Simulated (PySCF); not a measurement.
B3H6N3, SMILES `B1NBNBN1`.

PySCF calculation, 6-31+G* basis, gas phase; geometry: GFN2-xTB. No frequency check shows the geometry to be a minimum.

Input script:

```python
import numpy as np
from pyscf import gto, scf, dft, mcscf, mrpt
from pyscf.mcscf import avas

def solve(mol, dm0=None, hcore=None):
    mf = scf.ROHF(mol) if mol.spin else scf.RHF(mol)
    mf = mf.density_fit(auxbasis='def2-universal-jkfit')
    mf.conv_tol, mf.max_cycle = 1e-8, 80
    if hcore is not None:
        mf.get_hcore = lambda *args: hcore
    mf.kernel(dm0)
    if not mf.converged:
        mf = mf.newton().run(mf.mo_coeff, mf.mo_occ, max_cycle=30)
    assert mf.converged, 'SCF not converged'
    return mf

mol = gto.M(atom='''
B      1.38608    -0.38486     0.00000
N      0.34877    -1.35014     0.00000
B     -1.02635    -1.00794     0.00000
N     -1.34364     0.37303     0.00000
B     -0.35974     1.39281     0.00000
N      0.99488     0.97711     0.00000
H      2.51848    -0.69931     0.00000
H      0.60100    -2.32646     0.00000
H     -1.86485    -1.83142     0.00000
H     -2.31527     0.64275     0.00000
H     -0.65362     2.53072     0.00000
H      1.71427     1.68371     0.00000
''', basis='6-31+g*', charge=0, spin=0, verbose=4)
mf = solve(mol)
ncas, nel, orbs = avas.avas(mf, ['B 2pz', 'N 2pz'], threshold=0.5, openshell_option=3)
print('active space', nel, ncas)
assert 2 <= ncas <= 10, 'active space too large or empty'
mc = mcscf.CASSCF(mf, ncas, nel)
mc.natorb, mc.max_cycle_macro = True, 60
mc.fix_spin_(ss=mol.spin / 2 * (mol.spin / 2 + 1))
mc.kernel(orbs)
occ = mc.mo_occ[mc.ncore:mc.ncore + ncas]
print('natural occupations', occ.round(4))
e2 = mrpt.NEVPT(mc).kernel()
out = dict(c=mc.mo_coeff[:, mc.ncore:mc.ncore + ncas], occ=occ, e=mc.e_tot, e2=e2, ehf=mf.e_tot, ok=mc.converged, nel=nel, w0=abs(mc.ci).max() ** 2, dm=mc.make_rdm1())
# the other spin state at the same geometry
other = mol.copy().set(spin=2).build()
mo = scf.ROHF(other).density_fit(auxbasis='def2-universal-jkfit').run()
na = (nel + other.spin) // 2
m2 = mcscf.CASSCF(mo, ncas, (na, nel - na))
m2.natorb = True
m2.fix_spin_(ss=other.spin / 2 * (other.spin / 2 + 1))
m2.kernel(mc.mo_coeff)
e2o = mrpt.NEVPT(m2).kernel()
print('other state above this one / eV: CASSCF', (m2.e_tot - mc.e_tot) * 27.211386, 'NEVPT2', (m2.e_tot + e2o - mc.e_tot - e2) * 27.211386)
np.savez('result.npz', eo=m2.e_tot, e2o=e2o, oko=m2.converged, occo=m2.mo_occ[mc.ncore:mc.ncore + ncas], co=m2.mo_coeff[:, mc.ncore:mc.ncore + ncas], **out)
```

Launched as:

```sh
OMP_NUM_THREADS=1 python input.py
```

The run took 6.1 min on 1 thread of Arm Neoverse V1, with other jobs on the host, peak memory 0.54 GiB.

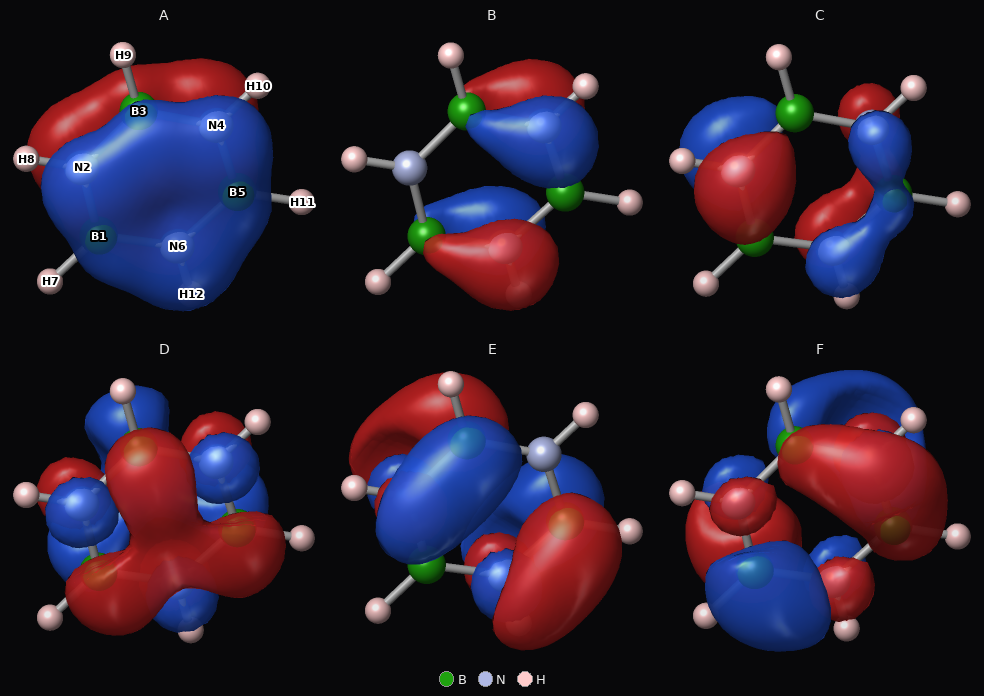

Natural orbitals of the π active space, CASSCF(6,6), singlet state, in order of falling occupation.

Question: What are the natural occupation numbers?

Answer: A 1.98, B 1.98, C 1.98, D 0.03, E 0.02, F 0.02.

Question: How multiconfigurational is the state?

Answer: The leading determinant weighs 0.97; the effective number of unpaired electrons, Σ n²(2−n)², is 0.01; the most occupied of the weakly occupied orbitals holds 0.03 e, as in an ordinary closed-shell π system. The active space lowers the energy by 1.08 eV against Hartree–Fock.

Question: Where does the lowest triplet lie relative to the singlet, at this geometry and within this active space?

Answer: 6.85 eV above it by strongly contracted NEVPT2 (+7.00 eV by CASSCF); a small basis tends to put such gaps a few tenths of an eV too high. This is a vertical energy for π states alone; a state that uses lone pairs or σ orbitals may lie lower.
